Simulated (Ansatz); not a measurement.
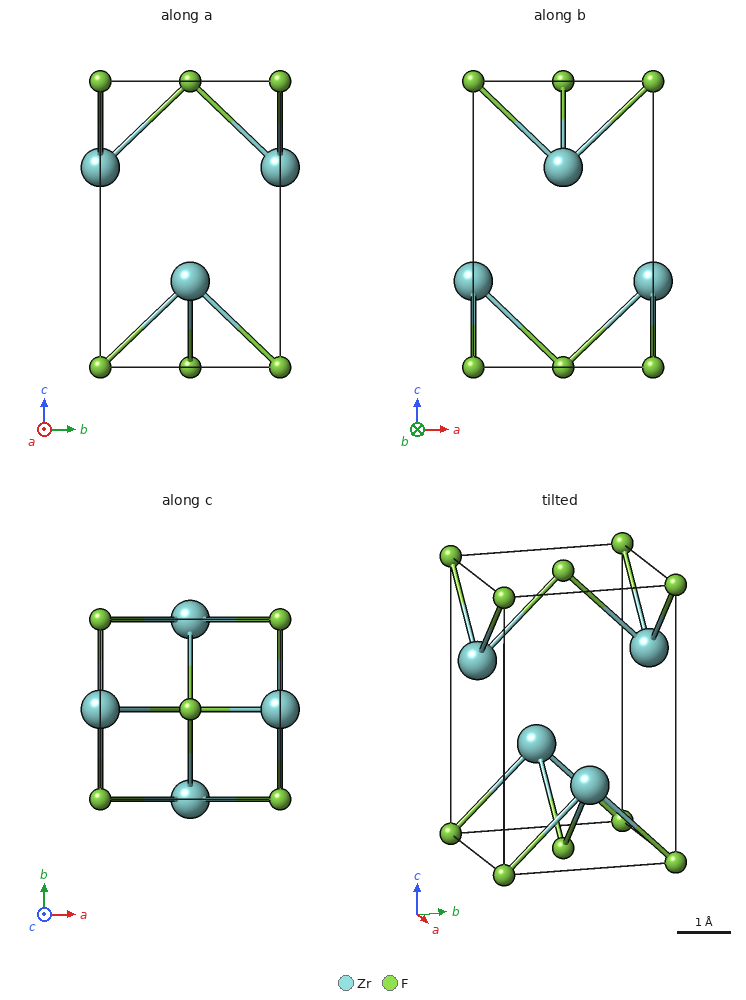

Ball-and-stick representation of a periodic structure, projected along the a axis, along the b axis, along the c axis and slightly off an axis. The conventional unit cell is outlined; an atom on or near a face, edge or corner is repeated at each equivalent position.

Lattice parameters: a = 3.3946 Å, b = 3.3946 Å, c = 5.3996 Å, α = 90.000°, β = 90.000°, γ = 90.000°.

Q: Express the structure as a CIF with its space group and independent sites, with free fractional coordinates to two decimals.

A:
```cif
data_structure
_symmetry_space_group_name_H-M 'P 4/n m m :1'
_symmetry_Int_Tables_number 129
_cell_length_a 3.3946
_cell_length_b 3.3946
_cell_length_c 5.3996
_cell_angle_alpha 90.000
_cell_angle_beta 90.000
_cell_angle_gamma 90.000
_cell_volume 62.22
loop_
_atom_site_label
_atom_site_type_symbol
_atom_site_symmetry_multiplicity
_atom_site_Wyckoff_symbol
_atom_site_fract_x
_atom_site_fract_y
_atom_site_fract_z
_atom_site_occupancy
Zr1 Zr 2 c 0.50 0.00 0.70 1
F1 F 2 a 0.50 0.50 0.00 1
```

It goes back to a random cell made by a generator, so it need not be a real form of the compound. Atoms and cell were optimised with Ansatz, DFT PBE, scalar-relativistic, plane waves, PAW.
